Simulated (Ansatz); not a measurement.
**Fields on a plane of NbRu (space group P4/mmm)**

```xyz
2
Lattice="2.9992 0.0000 0.0000 0.0000 2.9992 0.0000 0.0000 0.0000 3.3753" Properties=species:S:1:pos:R:3 pbc="T T T"
Nb     0.0000     0.0000     0.0000
Ru     1.4996     1.4996     1.6877
```

The slice is a (010) plane (indices of the conventional cell) through the point (0.000, 0.000, 0.000) (fractional), spanned by u = [100] and v = [001] in vectors of this cell: u (3.00 Å) and v (3.38 Å, at 90° to u). It covers one period; positions are fractions (u, v).

Atoms on it: Nb at (0.00, 0.00).

All values below come from LDA (plane waves to 420 eV, PAW, scalar-relativistic; Ansatz, an electronic-structure program). k mesh 15×15×14. Inside the PAW spheres the values are not all-electron values, and peaks at nuclei hang on which shells count as valence. NbRu is run without spin polarisation. NbRu was relaxed with its symmetry unable to fall.

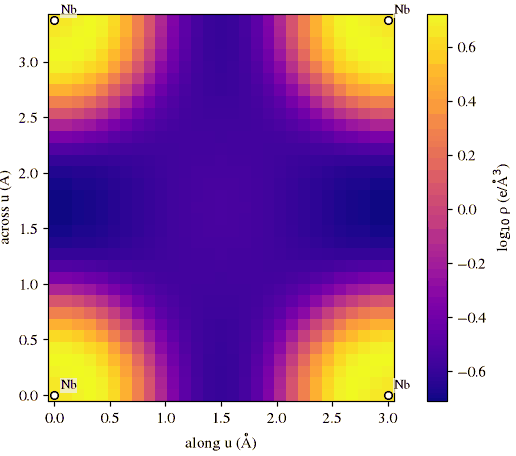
Figure: Log₁₀ of the valence density in e/Å³, one period of the plane, atoms marked. The scale is logarithmic, as a density can span decades between atoms and voids.

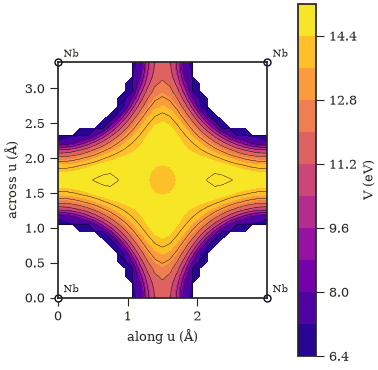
Electrostatic potential energy of an electron, from the cell's mean, in eV, one period of the plane, atoms marked. Points within 1 Å of a nucleus are left white, as the pseudised field means little there. Values under 7 eV are set to 7. The zero, the cell's mean, hangs on the PAW cores.
